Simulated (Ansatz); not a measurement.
# AlAsH₂ (triplet): the correlation ladder, cc-pVTZ

How much of the correlation energy of AlAsH₂ (triplet) does each wave-function method recover here?

Method: cc-pVTZ, core rule «outside noble gas», up to 19 orbitals frozen; program: Ansatz 0.2.0, Gaussian basis.

To be run: UHF; CCSD(T) on ROHF; CCSD(T) on UHF; BCCD(T) on ROHF; CCSDT(Q) on ROHF; CCSDT(Q) on UHF.

14 further runs of the same task are left out: 10 for a known fault of the program, 4 set aside as unsound or not needed. Runs told in other sessions of the task aren't counted.

### 1 What is computed

The geometry is a PBE0/def2-TZVP stationary point (not a proven minimum). No spin-orbit coupling is included. The filled d shell of As may be among the frozen orbitals whatever the setting's name suggests.

4 atoms, charge 0, spin multiplicity 3.

Atoms are counted from 1 here; the program's logs count them from 0.

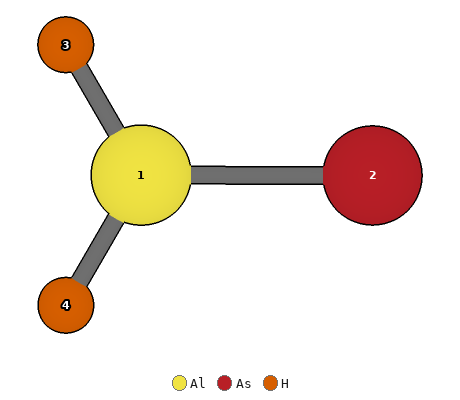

The structure; aluminium yellow, arsenic red, hydrogen orange; atoms are numbered from 1 in the order of the file.

In the tables R marks a restricted open-shell determinant and U an unrestricted one; energies count from the table's Hartree-Fock row.

### 2 UHF

Contents of in.yaml:

```yaml
crystal:
  periodic: [false, false, false]
  atoms:
    - {symbol: Al, position_ang: [0.000000, 0.000000, 1.740252]}
    - {symbol: As, position_ang: [0.000000, 0.000000, -0.694906]}
    - {symbol: H, position_ang: [0.000000, 1.375836, 2.534270]}
    - {symbol: H, position_ang: [0.000000, -1.375836, 2.534270]}
basis:
  gaussian: {orbitals: cc-pVTZ}
magnetization: {spin_polarized: true, initial_magnetization: 2}
hamiltonian: {xc: hf}
output: {orbitals: {seedname: orbitals}}
```

Launch:

```
> ansatz run in.yaml --threads 1 --pin off --events-out ev --progress --plain --max-ram 4096MiB --backend cpu
```

The log of the run:

```text
Functional definition: HF
  name "HF"
  cite "Fock, Z. Phys. 61, 126 (1930) doi:10.1007/BF01340294"
  parent pbe
  exchange = exact_x
  correlation = 0
942 factors; their error is unknown
mean field evaluation 1: about -67408.8724 eV, gradient 7.5e0 eV
mean field evaluation 2: about -67409.5957 eV, gradient 2.6e0 eV
mean field evaluation 4: about -67409.7084 eV, gradient 2.3e-1 eV
mean field evaluation 8: about -67411.5244 eV, gradient 1.2e-1 eV
mean field evaluation 16: about -67410.9296 eV, gradient 2.2e0 eV
mean field evaluation 32: about -67409.7035 eV, gradient 6.1e-1 eV
mean field -67411.52456760 eV, -2477.3278346867 hartree, gradient 1.4e-5 eV, S^2 2.014931; 1 other end points of the search recorded, 0 dependent functions left out
reference -67411.52456760 eV, -2477.3278346867 hartree; 25, 23 occupied and 80, 82 virtual orbitals, 942 factors
Total energy: -67411.52456760 eV, -2477.3278346867 hartree
```

Run time: 4.7 s. Hardware: 1 thread of AMD EPYC 7R13, shared host; peak memory 0.25 GiB.

From the report: ⟨S²⟩ of the determinant 2.015 (pure triplet: 2.00).

### 3 CCSD(T) on ROHF

Edit in.yaml of step 2 so:

```diff
@@ -9,4 +9,4 @@
   gaussian: {orbitals: cc-pVTZ}
-magnetization: {spin_polarized: true, initial_magnetization: 2}
-hamiltonian: {xc: hf}
-output: {orbitals: {seedname: orbitals}}
+magnetization: {spin_polarized: false, initial_magnetization: 2}
+correlation: {method: ccsd_t, electrons: outside_noble_gas}
+output: {forces: true}
```

Launch:

```
> ansatz run in.yaml --threads 2 --pin off --events-out ev --progress --plain --max-ram 24576MiB --backend cuda --devices 0, --max-vram 18GiB
```

The log of the run (excerpt; [...] marks lines left out):

```text
Functional definition: HF
  name "HF"
  cite "Fock, Z. Phys. 61, 126 (1930) doi:10.1007/BF01340294"
  parent pbe
[...]
658 factors; integrals over basis functions are off by at most 9.5e-4 eV
[...]
mean field -67411.38401557 eV, -2477.3226694949 hartree, gradient 3.2e-6 eV, S^2 2.000000; 4 other end points of the search recorded, 0 dependent functions left out
[...]
determinant -67411.38401557 eV, -2477.3226694949 hartree, with singles and doubles -67417.06316689 eV, -2477.5313744565 hartree
determinant -67409.84953512 eV, -2477.2662783786 hartree, with singles and doubles -67415.67073346 eV, -2477.4802034720 hartree
determinant -67409.44506477 eV, -2477.2514143674 hartree, with singles and doubles -67415.21220744 eV, -2477.4633529514 hartree
19 core orbitals not correlated: weight in the atoms' cores, before any rotation towards them, 1.000 or more for the frozen orbitals, at most 0.000 for the correlated occupied ones
reference -67411.38401557 eV, -2477.3226694949 hartree; 6, 4 occupied and 80, 82 virtual orbitals, 658 factors
second order -4.59443127 eV of doubles, -0.07894938 eV of singles
cycle   1  -5.56162441 eV  change   -3.4e-1 eV  update   2.0e-2
[...]
cycle  11  -5.57278138 eV  change   -3.7e-7 eV  update   7.2e-7
perturbative correction -0.18457522 eV, -0.0067830142 hartree
[...]
Total energy: -67417.14137217 eV, -2477.5342484474 hartree
Atom 0 at     0.000000     0.000000     1.740252 Å, force    -0.000000    -0.000000     0.219380 eV/Å
Atom 1 at     0.000000     0.000000    -0.694906 Å, force    -0.000000     0.000000    -0.211592 eV/Å
Atom 2 at     0.000000     1.375836     2.534270 Å, force     0.000000    -0.018534    -0.003894 eV/Å
Atom 3 at     0.000000    -1.375836     2.534270 Å, force     0.000000     0.018534    -0.003894 eV/Å
Dipole moment:    -0.000000    -0.000000     0.061451 e Å
```

Wall time 10 s (1 × H100 (card shared with other runs) with 2 threads of AMD EPYC 7R13, shared host); peak host memory 0.95 GiB.

From the report: correlation -5.7574 eV; T1 0.017; largest double amplitude 0.03.

### 4 CCSD(T) on UHF

Edit in.yaml of step 3 so:

```diff
@@ -9,3 +9,3 @@
   gaussian: {orbitals: cc-pVTZ}
-magnetization: {spin_polarized: false, initial_magnetization: 2}
+magnetization: {spin_polarized: true, initial_magnetization: 2}
 correlation: {method: ccsd_t, electrons: outside_noble_gas}
```

Launched as before.

The log of the run (excerpt; [...] marks lines left out):

```text
Functional definition: HF
  name "HF"
  cite "Fock, Z. Phys. 61, 126 (1930) doi:10.1007/BF01340294"
  parent pbe
[...]
658 factors; integrals over basis functions are off by at most 9.5e-4 eV
[...]
mean field -67411.52529539 eV, -2477.3278614326 hartree, gradient 3.1e-6 eV, S^2 2.014931; 4 other end points of the search recorded, 0 dependent functions left out
determinant -67411.52529539 eV, -2477.3278614326 hartree, with singles and doubles -67417.06922997 eV, -2477.5315972705 hartree
determinant -67410.00351011 eV, -2477.2719368550 hartree, with singles and doubles -67415.68093513 eV, -2477.4805783761 hartree
determinant -67409.58947617 eV, -2477.2567213883 hartree, with singles and doubles -67415.21907509 eV, -2477.4636053328 hartree
19 core orbitals not correlated: weight in the atoms' cores, before any rotation towards them, 1.000 or more for the frozen orbitals, at most 0.000 for the correlated occupied ones
reference -67411.52529539 eV, -2477.3278614326 hartree; 6, 4 occupied and 80, 82 virtual orbitals, 658 factors
second order -4.50655067 eV of doubles, -0.00000000 eV of singles
cycle   1  -5.43174139 eV  change   -3.4e-1 eV  update   2.1e-2
[...]
cycle  12  -5.44435624 eV  change   -1.8e-7 eV  update   3.1e-7
perturbative correction -0.17940830 eV, -0.0065931334 hartree
[...]
Total energy: -67417.14905992 eV, -2477.5345309673 hartree
Atom 0 at     0.000000     0.000000     1.740252 Å, force    -0.000000     0.000000     0.220847 eV/Å
Atom 1 at     0.000000     0.000000    -0.694906 Å, force    -0.000000     0.000000    -0.213310 eV/Å
Atom 2 at     0.000000     1.375836     2.534270 Å, force    -0.000000    -0.018646    -0.003769 eV/Å
Atom 3 at     0.000000    -1.375836     2.534270 Å, force     0.000000     0.018646    -0.003769 eV/Å
Dipole moment:     0.000000    -0.000000     0.061864 e Å
```

Wall time 13 s (1 × H100 (card shared with other runs) with 2 threads of AMD EPYC 7R13, shared host); peak host memory 0.95 GiB.

From the report: ⟨S²⟩ of the determinant 2.015 (pure triplet: 2.00); correlation -5.6238 eV; T1 0.014; largest double amplitude 0.03.

### 5 BCCD(T) on ROHF

Edit in.yaml of step 4 so:

```diff
@@ -9,4 +9,3 @@
   gaussian: {orbitals: cc-pVTZ}
-magnetization: {spin_polarized: true, initial_magnetization: 2}
-correlation: {method: ccsd_t, electrons: outside_noble_gas}
-output: {forces: true}
+magnetization: {spin_polarized: false, initial_magnetization: 2}
+correlation: {method: bccd_t, electrons: outside_noble_gas}
```

Launched as before.

The log of the run (excerpt; [...] marks lines left out):

```text
Functional definition: HF
  name "HF"
  cite "Fock, Z. Phys. 61, 126 (1930) doi:10.1007/BF01340294"
  parent pbe
[...]
658 factors; integrals over basis functions are off by at most 9.5e-4 eV
[...]
mean field -67411.38401557 eV, -2477.3226694949 hartree, gradient 3.2e-6 eV, S^2 2.000000; 4 other end points of the search recorded, 0 dependent functions left out
[...]
determinant -67411.38401557 eV, -2477.3226694949 hartree, with singles and doubles -67417.06316689 eV, -2477.5313744565 hartree
determinant -67409.84953512 eV, -2477.2662783786 hartree, with singles and doubles -67415.67073346 eV, -2477.4802034720 hartree
determinant -67409.44506477 eV, -2477.2514143674 hartree, with singles and doubles -67415.21220744 eV, -2477.4633529514 hartree
19 core orbitals not correlated: weight in the atoms' cores, before any rotation towards them, 1.000 or more for the frozen orbitals, at most 0.000 for the correlated occupied ones
reference -67411.38401557 eV, -2477.3226694949 hartree; 6, 4 occupied and 80, 82 virtual orbitals, 658 factors
second order -4.59443127 eV of doubles, -0.07894938 eV of singles
cycle   1  -5.56408859 eV  change   -3.5e-1 eV  update   2.0e-2
[...]
cycle   9  -5.57189139 eV  change    2.8e-6 eV  update   5.4e-6
perturbative correction -0.18576589 eV, -0.0068267705 hartree
Total energy: -67417.14167285 eV, -2477.5342594974 hartree
```

It took 13 s on 1 × H100 (card shared with other runs) with 2 threads of AMD EPYC 7R13, shared host; peak host memory 0.8 GiB.

From the report: correlation -5.7577 eV; largest double amplitude 0.03.

### 6 CCSDT(Q) on ROHF

Edit in.yaml of step 5 so:

```diff
@@ -10,2 +10,2 @@
 magnetization: {spin_polarized: false, initial_magnetization: 2}
-correlation: {method: bccd_t, electrons: outside_noble_gas}
+correlation: {method: ccsdt_q, electrons: outside_noble_gas}
```

The command is unchanged.

The log of the run (excerpt; [...] marks lines left out):

```text
Functional definition: HF
  name "HF"
  cite "Fock, Z. Phys. 61, 126 (1930) doi:10.1007/BF01340294"
  parent pbe
[...]
1229 factors; integrals over basis functions are off by at most 2.1e-7 eV
[...]
mean field -67411.38402195 eV, -2477.3226697293 hartree, gradient 2.3e-6 eV, S^2 2.000000; 4 other end points of the search recorded, 0 dependent functions left out
[...]
determinant -67411.38402195 eV, -2477.3226697293 hartree, with singles and doubles -67417.06318548 eV, -2477.5313751395 hartree
determinant -67409.84954154 eV, -2477.2662786144 hartree, with singles and doubles -67415.67075888 eV, -2477.4802044060 hartree
determinant -67409.44507207 eV, -2477.2514146358 hartree, with singles and doubles -67415.21223255 eV, -2477.4633538742 hartree
19 core orbitals not correlated: weight in the atoms' cores, before any rotation towards them, 1.000 or more for the frozen orbitals, at most 0.000 for the correlated occupied ones
reference -67411.38402195 eV, -2477.3226697293 hartree; 6, 4 occupied and 80, 82 virtual orbitals, 1229 factors
second order -4.59444992 eV of doubles, -0.07894952 eV of singles
cycle   1  -5.33331704 eV  change   -6.6e-1 eV  update   7.4e-2
[...]
cycle  17  -5.78946641 eV  change    1.4e-7 eV  update   2.7e-7
perturbative correction -0.00726676 eV, -0.0002670486 hartree
Total energy: -67417.18075512 eV, -2477.5356957443 hartree
```

Wall time 20 s (1 × H100 (card shared with other runs) with 2 threads of AMD EPYC 7R13, shared host); peak host memory 1.1 GiB.

From the report: correlation -5.7967 eV; T1 0.018; largest double amplitude 0.04.

### 7 CCSDT(Q) on UHF

Edit in.yaml of step 6 so:

```diff
@@ -9,3 +9,3 @@
   gaussian: {orbitals: cc-pVTZ}
-magnetization: {spin_polarized: false, initial_magnetization: 2}
+magnetization: {spin_polarized: true, initial_magnetization: 2}
 correlation: {method: ccsdt_q, electrons: outside_noble_gas}
```

The command is unchanged.

The log of the run (excerpt; [...] marks lines left out):

```text
Functional definition: HF
  name "HF"
  cite "Fock, Z. Phys. 61, 126 (1930) doi:10.1007/BF01340294"
  parent pbe
[...]
1229 factors; integrals over basis functions are off by at most 2.1e-7 eV
[...]
mean field -67411.52530206 eV, -2477.3278616778 hartree, gradient 7.4e-6 eV, S^2 2.014931; 4 other end points of the search recorded, 0 dependent functions left out
determinant -67411.52530206 eV, -2477.3278616778 hartree, with singles and doubles -67417.06924840 eV, -2477.5315979478 hartree
determinant -67410.00351673 eV, -2477.2719370983 hartree, with singles and doubles -67415.68095984 eV, -2477.4805792844 hartree
determinant -67409.58948373 eV, -2477.2567216664 hartree, with singles and doubles -67415.21910071 eV, -2477.4636062744 hartree
19 core orbitals not correlated: weight in the atoms' cores, before any rotation towards them, 1.000 or more for the frozen orbitals, at most 0.000 for the correlated occupied ones
reference -67411.52530206 eV, -2477.3278616778 hartree; 6, 4 occupied and 80, 82 virtual orbitals, 1229 factors
second order -4.50656863 eV of doubles, -0.00000000 eV of singles
cycle   1  -5.18264115 eV  change   -6.8e-1 eV  update   7.7e-2
[...]
cycle  17  -5.65678803 eV  change    8.8e-8 eV  update   3.1e-7
perturbative correction -0.00721930 eV, -0.0002653044 hartree
Total energy: -67417.18930940 eV, -2477.5360101081 hartree
```

Run time: 17 s. Hardware: 1 × H100 (card shared with other runs) with 2 threads of AMD EPYC 7R13, shared host; peak host memory 1 GiB.

From the report: ⟨S²⟩ of the determinant 2.015 (pure triplet: 2.00); correlation -5.6640 eV; T1 0.015; largest double amplitude 0.03.

### 8 Misses and costs

The yardstick is UCCSDT(Q), where the cluster series has nearly closed. Rows without a time are mean-field rows or come out of runs for another level: lower rungs of the coupled-cluster runs, or the Hartree-Fock search. The times of RCCSD(T), UCCSD(T) include forces.

| method | energy from the lowest ROHF (kJ/mol) | from UCCSDT(Q) (kJ/mol) | time |
| --- | --- | --- | --- |
| ROHF | 0.0 | +560.1 |  |
| UHF | -13.6 | +546.5 |  |
| RMP2 | -450.9 | +109.2 |  |
| UMP2 | -448.4 | +111.7 |  |
| RCCSD | -537.7 | +22.4 |  |
| UCCSD | -538.9 | +21.2 |  |
| RCCSD(T) | -555.5 | +4.6 | 10 s |
| UCCSD(T) | -556.2 | +3.9 | 13 s |
| BCCD(T) | -555.5 | +4.6 | 13 s |
| RCCSDT | -558.6 | +1.5 |  |
| UCCSDT | -559.4 | +0.7 |  |
| RCCSDT(Q) | -559.3 | +0.8 | 20 s |
| UCCSDT(Q) | -560.1 | 0 | 17 s |

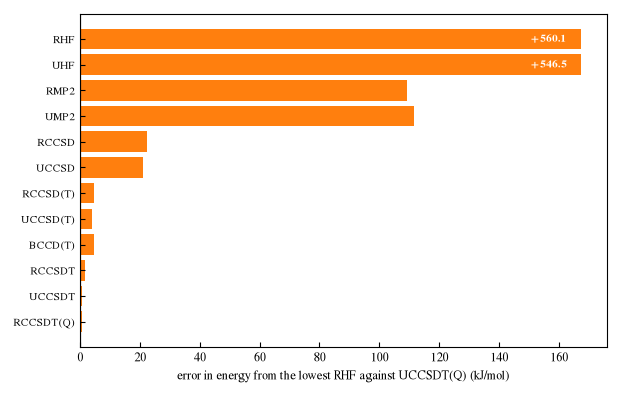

Error of each method against UCCSDT(Q). Bars with a number in them are cut short.

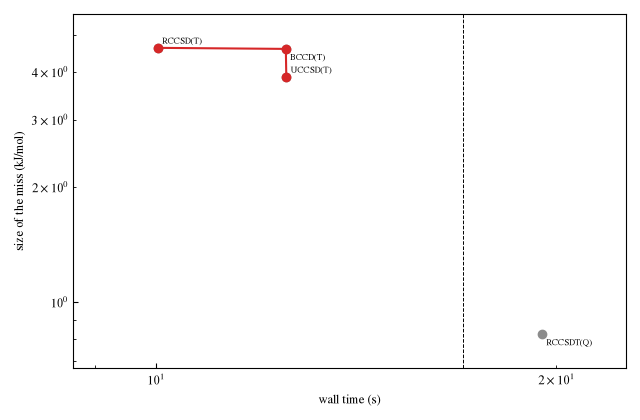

Accuracy for the time spent; red marks the levels that beat every quicker one drawn (of those quicker than the yardstick), and the dashed line is the time of UCCSDT(Q). Times are from a shared host.

With the free atoms at the same levels and basis (separate runs), the atomisation energy is 7.573 eV at UCCSDT(Q), 7.575 eV at RCCSD(T), 7.563 eV at UCCSD(T), 5.766 eV at ROHF.

### 9 Outcome

| quantity | value |
| --- | --- |
| UCCSDT(Q) from the ROHF energy | -5.8053 eV |
| RMP2 from UCCSDT(Q) | +109.2 kJ/mol |
| UMP2 from UCCSDT(Q) | +111.7 kJ/mol |
| RCCSD from UCCSDT(Q) | +22.4 kJ/mol |
| RCCSD(T) from UCCSDT(Q) | +4.6 kJ/mol |
| UCCSD(T) from UCCSDT(Q) | +3.9 kJ/mol |
| RCCSDT(Q) from UCCSDT(Q) | +0.8 kJ/mol |
| levels within 1 kcal/mol (43 meV) | UCCSD(T), RCCSDT, UCCSDT, RCCSDT(Q) |
| T1 diagnostic | 0.017 |

**Reading.** RCCSD(T) lands +4.6 kJ/mol from the yardstick (0.8 % of the correlation energy). These misses are within one basis, not against nature; the frozen cores of restricted and unrestricted runs differ, which can shift their rows.

For cost: UCCSD(T) gets within 3.9 kJ/mol in 13 s, where UCCSDT(Q) took 17 s; the quickest level in the cost chart, RCCSD(T), takes 10 s and misses by 4.6 kJ/mol.
